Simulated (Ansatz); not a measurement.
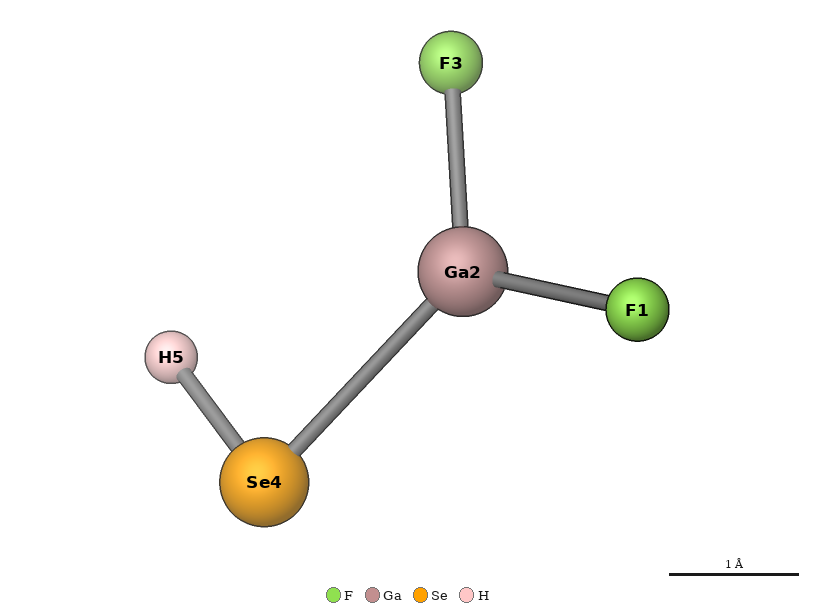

Orthographic view. Depth is shown by fading: the farther an atom, the more it takes the colour of the background. The computed structure is the end point of a PBE-D4/def2-SVP optimisation. No frequency run is at hand to confirm it as a minimum.

Give the geometry as a Z-matrix, atoms in numerical order, with these reference atoms: 2 to 1; 3 to 2, 1; 4 to 2, 1, 3; 5 to 4, 2, 1.

```
F  
Ga   1   1.759
F    2   1.761   1   115.4
Se   2   2.311   1   122.1   3   179.8
H    4   1.488   2    89.3   1   179.6
```
